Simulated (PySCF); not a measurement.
**AlH3 (SMILES [H][Al]([H])[H]) at BCCD(T)/6-31G**

Aim: the energy change on altering one bond length of AlH3 at BCCD(T)/6-31G, from 2 runs. The job is set up through a Python script.

The results are computed with PySCF 2.14.0.

8 further runs of the same task are left out: 8 set aside as unsound or not needed.

**1. The molecule**

The species is AlH3 (4 atoms), meant as a singlet with charge 0. SMILES: `[H][Al]([H])[H]`. Geometry: a GFN2-xTB relaxation, a rough one for these elements and not checked as a minimum.

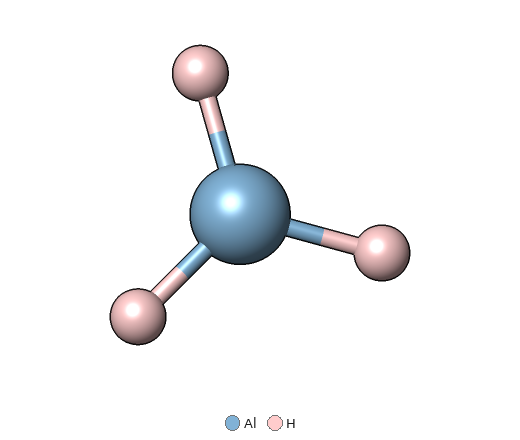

Viewed from a chosen angle; aluminium light blue, hydrogen pink.

**2. A single-point energy at BCCD(T)/6-31G**

Input file calc.py:

```python
from pyscf import gto, cc
from pyscf.cc.bccd import bccd_kernel_

molecule = gto.M(
    atom='Al -0.000010 -0.000020 0.000020; H 1.552650 -0.030520 0.014610; H -0.749810 1.359840 -0.019120; H -0.802830 -1.329300 0.004480',
    max_memory=1860,
    verbose=3,
    basis='6-31g',
)

mf = molecule.RHF()
mf.conv_tol = 1e-10
mf.kernel()
if not mf.converged:
    mf = mf.newton().run(mf.mo_coeff, mf.mo_occ)

mycc = cc.CCSD(mf, frozen=5).run()
mycc = bccd_kernel_(mycc, diis=True)
e_t = mycc.ccsd_t()
e_tot = mycc.e_tot + e_t
print('Final energy', e_tot)
```

Command:

```
OMP_NUM_THREADS=1 python calc.py
```

Log:

```text
converged SCF energy = -243.586200452255
E(CCSD) = -243.6442801196763  E_corr = -0.05807966742123602
BCCD loop starts.

******** <class 'pyscf.cc.ccsd.CCSD'> ********
CC2 = 0
CCSD nocc = 3, nmo = 14
frozen orbitals 5
max_cycle = 50
direct = 0
conv_tol = 1e-07
conv_tol_normt = 1e-05
diis_space = 6
diis_start_cycle = 0
diis_start_energy_diff = 1e+09
Init E_corr(CCSD) = -0.0580609858086043
cycle = 1  E_corr(CCSD) = -0.0592065239112328  dE = -0.0011455381  norm(t1,t2) = 0.0185878
cycle = 2  E_corr(CCSD) = -0.059065885585465  dE = 0.000140638326  norm(t1,t2) = 0.0044269
cycle = 3  E_corr(CCSD) = -0.0589071217791474  dE = 0.000158763806  norm(t1,t2) = 0.00170911
cycle = 4  E_corr(CCSD) = -0.0588565619419016  dE = 5.05598372e-05  norm(t1,t2) = 0.000325292
cycle = 5  E_corr(CCSD) = -0.0588540932339651  dE = 2.46870794e-06  norm(t1,t2) = 5.24936e-05
cycle = 6  E_corr(CCSD) = -0.0588548103852963  dE = -7.17151331e-07  norm(t1,t2) = 1.58163e-05
cycle = 7  E_corr(CCSD) = -0.0588550391177875  dE = -2.28732491e-07  norm(t1,t2) = 4.40731e-06
cycle = 8  E_corr(CCSD) = -0.0588550761621447  dE = -3.70443572e-08  norm(t1,t2) = 1.033e-06
CCSD converged
E(CCSD) = -243.6442673012148  E_corr = -0.05885507616214473
BCC iter:    0  E:    -243.644267301215  dE:    1.282e-05  |t1|:    1.146e-03

******** <class 'pyscf.cc.ccsd.CCSD'> ********
CC2 = 0
CCSD nocc = 3, nmo = 14
frozen orbitals 5
max_cycle = 50
direct = 0
conv_tol = 1e-07
conv_tol_normt = 1e-05
diis_space = 6
diis_start_cycle = 0
diis_start_energy_diff = 1e+09
Init E_corr(CCSD) = -0.0588472142695224
cycle = 1  E_corr(CCSD) = -0.0588407390333691  dE = 6.47523615e-06  norm(t1,t2) = 0.000965071
cycle = 2  E_corr(CCSD) = -0.0588390438482628  dE = 1.69518511e-06  norm(t1,t2) = 0.000212885
cycle = 3  E_corr(CCSD) = -0.0588395903536182  dE = -5.46505355e-07  norm(t1,t2) = 6.48812e-05
cycle = 4  E_corr(CCSD) = -0.0588407666652813  dE = -1.17631166e-06  norm(t1,t2) = 1.0098e-05
cycle = 5  E_corr(CCSD) = -0.0588411372301845  dE = -3.70564903e-07  norm(t1,t2) = 1.70575e-06
cycle = 6  E_corr(CCSD) = -0.0588411706110745  dE = -3.338089e-08  norm(t1,t2) = 3.15676e-07
CCSD converged
E(CCSD) = -243.6442682387743  E_corr = -0.05884117061107453
BCC iter:    1  E:    -243.644268238774  dE:   -9.376e-07  |t1|:    1.051e-04

******** <class 'pyscf.cc.ccsd.CCSD'> ********
CC2 = 0
CCSD nocc = 3, nmo = 14
frozen orbitals 5
max_cycle = 50
direct = 0
conv_tol = 1e-07
conv_tol_normt = 1e-05
diis_space = 6
diis_start_cycle = 0
diis_start_energy_diff = 1e+09
Init E_corr(CCSD) = -0.0588417041690954
cycle = 1  E_corr(CCSD) = -0.0588423980461764  dE = -6.93877081e-07  norm(t1,t2) = 8.13882e-05
cycle = 2  E_corr(CCSD) = -0.058842490400751  dE = -9.23545746e-08  norm(t1,t2) = 1.78784e-05
cycle = 3  E_corr(CCSD) = -0.0588424335573936  dE = 5.68433573e-08  norm(t1,t2) = 5.44539e-06
CCSD converged
E(CCSD) = -243.6442682813294  E_corr = -0.05884243355739361
BCC iter:    2  E:    -243.644268281329  dE:   -4.256e-08  |t1|:    9.285e-07
CCSD(T) correction = -0.000606660366580312
Final energy -243.644874941696
```

Wall time 0.99 s (1 thread of Arm Neoverse V1, shared host); peak memory 0.12 GiB.

**3. The distorted shape at the same level**

Input file geometry.xyz:

```xyz
4

Al    -0.776298     0.015229    -0.007275
H      1.552650    -0.030520     0.014610
H     -1.526098     1.375089    -0.026415
H     -1.579118    -1.314051    -0.002815
```

Input file calc.py:

```python
from pyscf import gto, scf, cc
from pyscf.cc.bccd import bccd_kernel_

system = gto.M(
    atom='geometry.xyz',
    charge=0,
    basis='6-31g',
    max_memory=1860,
    verbose=3,
    spin=0,
)

hf = scf.RHF(system)
hf.conv_tol = 1e-10
hf.kernel()
if not hf.converged:
    hf = hf.newton().run(hf.mo_coeff, hf.mo_occ)

mycc = cc.CCSD(hf, frozen=5).run()
mycc = bccd_kernel_(mycc, diis=True)
e_t = mycc.ccsd_t()
energy = mycc.e_tot + e_t
print(f'total energy: {energy:.8f} hartree')
```

Command:

```
OMP_NUM_THREADS=1 python calc.py
```

Log:

```text
converged SCF energy = -243.525970458514
E(CCSD) = -243.5976762835618  E_corr = -0.07170582504747984
BCCD loop starts.

******** <class 'pyscf.cc.ccsd.CCSD'> ********
CC2 = 0
CCSD nocc = 3, nmo = 14
frozen orbitals 5
max_cycle = 50
direct = 0
conv_tol = 1e-07
conv_tol_normt = 1e-05
diis_space = 6
diis_start_cycle = 0
diis_start_energy_diff = 1e+09
Init E_corr(CCSD) = -0.0714445073075657
cycle = 1  E_corr(CCSD) = -0.0747043325748859  dE = -0.00325982527  norm(t1,t2) = 0.0381984
cycle = 2  E_corr(CCSD) = -0.0744452259432793  dE = 0.000259106632  norm(t1,t2) = 0.00828687
cycle = 3  E_corr(CCSD) = -0.074080863972003  dE = 0.000364361971  norm(t1,t2) = 0.00367543
cycle = 4  E_corr(CCSD) = -0.0739127720689271  dE = 0.000168091903  norm(t1,t2) = 0.00109916
cycle = 5  E_corr(CCSD) = -0.0738938643250909  dE = 1.89077438e-05  norm(t1,t2) = 0.000239236
cycle = 6  E_corr(CCSD) = -0.0738970379274852  dE = -3.17360239e-06  norm(t1,t2) = 6.29682e-05
cycle = 7  E_corr(CCSD) = -0.0738982800545719  dE = -1.24212709e-06  norm(t1,t2) = 2.03377e-05
cycle = 8  E_corr(CCSD) = -0.0738984865181931  dE = -2.06463621e-07  norm(t1,t2) = 6.26936e-06
cycle = 9  E_corr(CCSD) = -0.0738984836794002  dE = 2.83879288e-09  norm(t1,t2) = 2.23351e-06
CCSD converged
E(CCSD) = -243.5976153603128  E_corr = -0.07389848367940018
BCC iter:    0  E:    -243.597615360313  dE:    6.092e-05  |t1|:    6.880e-03

******** <class 'pyscf.cc.ccsd.CCSD'> ********
CC2 = 0
CCSD nocc = 3, nmo = 14
frozen orbitals 5
max_cycle = 50
direct = 0
conv_tol = 1e-07
conv_tol_normt = 1e-05
diis_space = 6
diis_start_cycle = 0
diis_start_energy_diff = 1e+09
Init E_corr(CCSD) = -0.0737694296832931
cycle = 1  E_corr(CCSD) = -0.0736434034184002  dE = 0.000126026265  norm(t1,t2) = 0.00610537
cycle = 2  E_corr(CCSD) = -0.0736387677726818  dE = 4.63564572e-06  norm(t1,t2) = 0.00110549
cycle = 3  E_corr(CCSD) = -0.0736522150136284  dE = -1.34472409e-05  norm(t1,t2) = 0.00046079
cycle = 4  E_corr(CCSD) = -0.0736632416543568  dE = -1.10266407e-05  norm(t1,t2) = 0.00011141
cycle = 5  E_corr(CCSD) = -0.073668856642653  dE = -5.6149883e-06  norm(t1,t2) = 4.0843e-05
cycle = 6  E_corr(CCSD) = -0.0736694873929244  dE = -6.30750271e-07  norm(t1,t2) = 7.9152e-06
cycle = 7  E_corr(CCSD) = -0.0736694936498421  dE = -6.25691776e-09  norm(t1,t2) = 2.12773e-06
CCSD converged
E(CCSD) = -243.5976263692458  E_corr = -0.07366949364984213
BCC iter:    1  E:    -243.597626369246  dE:   -1.101e-05  |t1|:    7.376e-04

******** <class 'pyscf.cc.ccsd.CCSD'> ********
CC2 = 0
CCSD nocc = 3, nmo = 14
frozen orbitals 5
max_cycle = 50
direct = 0
conv_tol = 1e-07
conv_tol_normt = 1e-05
diis_space = 6
diis_start_cycle = 0
diis_start_energy_diff = 1e+09
Init E_corr(CCSD) = -0.0736738430104503
cycle = 1  E_corr(CCSD) = -0.0736819289767695  dE = -8.08596632e-06  norm(t1,t2) = 0.00059981
cycle = 2  E_corr(CCSD) = -0.0736829558660468  dE = -1.02688928e-06  norm(t1,t2) = 0.00010585
cycle = 3  E_corr(CCSD) = -0.0736825056186199  dE = 4.50247427e-07  norm(t1,t2) = 4.48631e-05
cycle = 4  E_corr(CCSD) = -0.0736817312189621  dE = 7.74399658e-07  norm(t1,t2) = 1.00995e-05
cycle = 5  E_corr(CCSD) = -0.0736811522833251  dE = 5.78935637e-07  norm(t1,t2) = 4.26724e-06
cycle = 6  E_corr(CCSD) = -0.0736810886760661  dE = 6.3607259e-08  norm(t1,t2) = 7.09392e-07
CCSD converged
E(CCSD) = -243.5976254628819  E_corr = -0.0736810886760661
BCC iter:    2  E:    -243.597625462882  dE:    9.064e-07  |t1|:    1.372e-05

******** <class 'pyscf.cc.ccsd.CCSD'> ********
CC2 = 0
CCSD nocc = 3, nmo = 14
frozen orbitals 5
max_cycle = 50
direct = 0
conv_tol = 1e-07
conv_tol_normt = 1e-05
diis_space = 6
diis_start_cycle = 0
diis_start_energy_diff = 1e+09
Init E_corr(CCSD) = -0.073681238165513
cycle = 1  E_corr(CCSD) = -0.0736814512341703  dE = -2.13068657e-07  norm(t1,t2) = 1.10763e-05
cycle = 2  E_corr(CCSD) = -0.0736814104758275  dE = 4.07583428e-08  norm(t1,t2) = 2.30761e-06
CCSD converged
E(CCSD) = -243.5976254774752  E_corr = -0.07368141047582751
BCC iter:    3  E:    -243.597625477475  dE:   -1.459e-08  |t1|:    8.575e-07
CCSD(T) correction = -0.00111667816441627
total energy: -243.59874216 hartree
```

Run time: 0.95 s. Hardware: 1 thread of Arm Neoverse V1, shared host; peak memory 0.1 GiB.

**4. Results**

At BCCD(T)/6-31G, 5 core orbitals frozen:

```
                                                          quantity          value
                                         first shape: total energy  -243.64487 Eh
          first shape: correlation energy (5 core orbitals frozen)      -58.7 mEh
                                       first shape: (T) correction      -0.61 mEh
                                     distorted shape: total energy  -243.59874 Eh
      distorted shape: correlation energy (5 core orbitals frozen)      -72.8 mEh
                                   distorted shape: (T) correction      -1.12 mEh
energy change with the Al1–H2 bond stretched from 1.553 to 2.330 Å       1.255 eV
```

In words: With the Al1–H2 bond stretched from 1.553 to 2.330 Å the energy rises by 1.26 eV (121 kJ/mol). The first shape isn't relaxed at this level, so the change isn't measured from a minimum. A restricted reference can't describe the breaking bond well at this length. The triples (first shape) make up 1.0 % of the correlation energy. The triples (distorted shape) make up 1.5 % of the correlation energy.
